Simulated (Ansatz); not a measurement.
**H20Si13: density, localisation and related maps**

```xyz
33

Si    0.6575   -3.3840    0.5204
Si   -2.2485    2.2491   -2.1562
Si    0.8151   -0.8147   -2.2665
Si   -2.0262   -0.6777    0.4196
Si    0.6332   -0.6340    3.2051
Si    0.6768    2.0261    0.4206
Si    3.3839   -0.6560    0.5208
Si   -3.4508    0.6980   -0.8509
Si   -0.6578   -2.0529   -0.9112
Si    2.0069   -2.0063    1.8738
Si   -0.6992    3.4513   -0.8487
Si    2.0523    0.6586   -0.9108
Si   -0.6945    0.6936    1.7905
H     1.5327   -4.3019   -0.2974
H    -0.2342   -4.2323    1.3935
H    -3.2203    3.2207   -2.7821
H    -1.5307    1.5328   -3.2695
H     1.7752   -1.7741   -2.9292
H     0.0746   -0.0746   -3.3498
H    -2.8664   -1.5769    1.2990
H    -0.2449   -1.4871    4.0869
H     1.4853    0.2443    4.0876
H     1.5759    2.8659    1.3006
H     4.3026   -1.5306   -0.2969
H     4.2315    0.2362    1.3942
H    -4.3439   -0.1379   -1.7355
H    -4.3273    1.4747    0.1022
H    -1.5293   -2.9378   -1.7733
H     2.8725   -2.8715    2.7621
H     0.1363    4.3463   -1.7319
H    -1.4772    4.3259    0.1052
H     2.9367    1.5307   -1.7728
H    -1.5976    1.5962    2.6008
```

Geometry: PBE-D4/def2-SVP.

These are results of RKS PBE0-D4/def2-TZVP in Ansatz 0.2.0, not measurements.

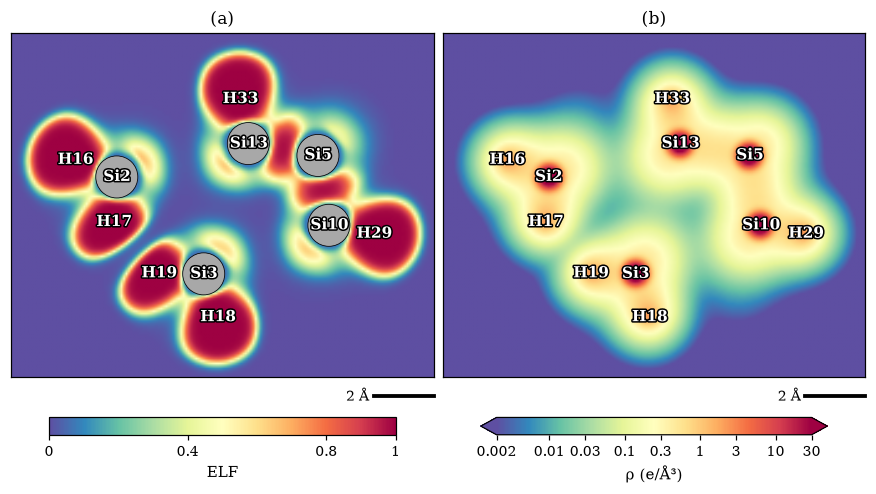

Figure 1. (a) electron localisation function; (b) electron density on the plane of atoms Si5, Si13 and H33. Grey discs cover the atomic cores in the ELF map.

> What does the map show?

Atoms in the plane: Si and H.
Si–Si (2.35 Å): ρ at the midpoint is about 0.6 e/Å³; the ELF peaks at about 1 between the atoms (a shared electron pair).
Si–H (1.51 Å): ρ is about 0.78 e/Å³ halfway; the ELF climbs to about 1 towards the hydrogen, as it does in any bond to H.

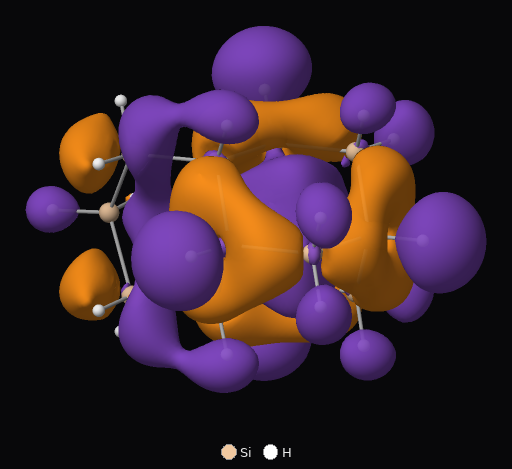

Figure 2. One frontier orbital at ±0.03 Å⁻³ᐟ² (orange and purple are the two phases), seen at a tilt.

> Which orbital is it: HOMO or LUMO?

The LUMO, at −1.30 eV. No atom holds more than about 15 % of it (Hirshfeld); by element the shares are Si 75 % and H 25 %.

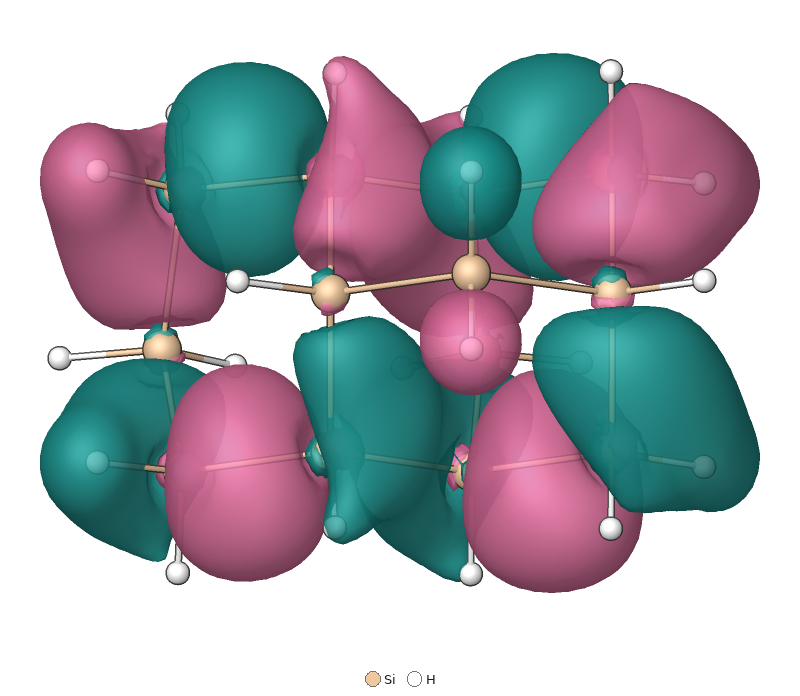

Figure 3. The HOMO−1 at ±0.04 Å⁻³ᐟ² (teal and pink are the two phases), seen at a tilt.

> Describe this orbital and give its energy.

Its weight (Hirshfeld) is mainly on Si1 (about 10 %), Si7 (about 10 %), Si12 (about 10 %), Si9 (about 10 %), Si8 (about 10 %) and Si11 (about 10 %). Its energy is −7.63 eV.
